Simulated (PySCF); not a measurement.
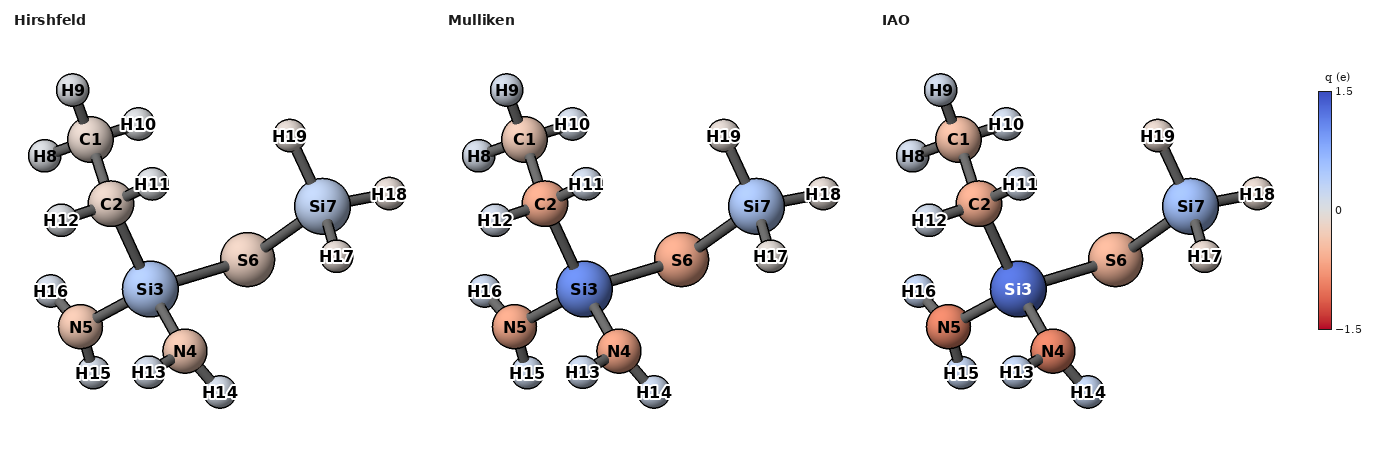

Atomic charges of one calculation by 3 schemes, on one colour scale. The computed structure is the end point of a GFN2-xTB optimisation. No frequency run is at hand to confirm it as a minimum. Method: PBE0/pcSseg-1 (PySCF 2.14.0).

Question: Which scheme gives the most polar picture (largest mean size of the charges)?

Answer: The IAO charges are the largest in size here, and the Hirshfeld charges the smallest.

Question: On which atom do the schemes disagree most?

Answer: On Si3 (from 0.42 to 1.18 e).

List the charges (e), one line for each set of equivalent atoms.

```tsv
atom	Hirshfeld	Mulliken	IAO
C1	−0.12	−0.29	−0.41
C2	−0.16	−0.58	−0.56
Si3	0.42	1.01	1.18
N4	−0.32	−0.62	−0.85
N5	−0.32	−0.60	−0.85
S6	−0.21	−0.58	−0.49
Si7	0.29	0.46	0.55
H8	0.04	0.11	0.13
H9	0.04	0.12	0.14
H10	0.03	0.13	0.14
H11	0.04	0.15	0.15
H12	0.04	0.14	0.15
H13	0.12	0.19	0.26
H14	0.11	0.20	0.26
H15	0.12	0.19	0.26
H16	0.11	0.19	0.26
H17	−0.07	−0.06	−0.11
H18	−0.07	−0.07	−0.11
H19	−0.07	−0.07	−0.13
```

The geometry is semi-empirical. Around Si such bond lengths and angles can be off by a tenth of an ångström or more and by several degrees, and values that hang on the shape move with them.
